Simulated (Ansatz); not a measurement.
```xyz
12

C     0.4910   -1.7914    0.2456
C     0.1643   -0.8224   -0.8662
O    -0.1372    0.4504   -0.3589
Zr   -0.5395    2.1295    0.4091
F    -2.0127    2.9094   -0.5209
F    -0.9939    1.8839    2.2465
F     0.9894    3.2639    0.2706
H    -0.3527   -1.8932    0.9313
H     1.3596   -1.4509    0.8134
H     0.7176   -2.7763   -0.1694
H     1.0101   -0.7273   -1.5558
H    -0.6959   -1.1756   -1.4453
```

Geometry: PBE0-D4/def2-TZVP; core potentials replace the inner electrons of Zr.

The calculation used RKS PBE0-D4/def2-TZVPP (Ansatz 0.2.0).

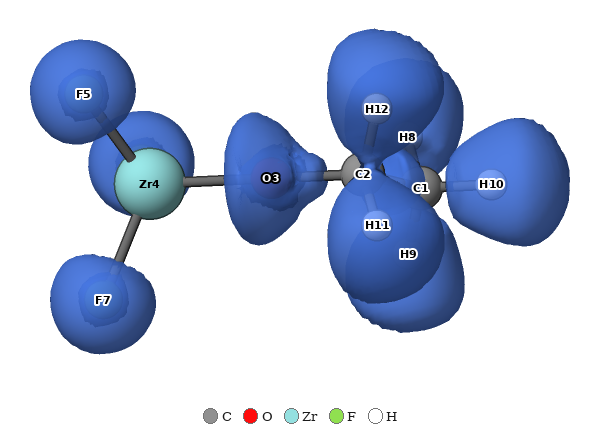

C2H5F3OZr. Isosurface of the electron localisation function at 0.75 (blue), seen from one side. Core shells and regions of very low density are left out.

Describe the localisation domains.

At this value the surface marks out one region between bonded C–C atoms (shared pairs), three regions around hydrogen nuclei, one region on O in which the atom's valence shell and bonds are merged, three regions wrapped around F (the valence shell of each) and one joined region spread over several atoms (C, H), in which their bonds and any lone pairs are merged. Along the contacts the grid gives the following. C–O (1.40 Å): the ELF peaks at about 0.90 between the atoms; a polar covalent bond. C–C (1.51 Å): the ELF peaks at about 0.95 between the atoms; a shared electron pair.
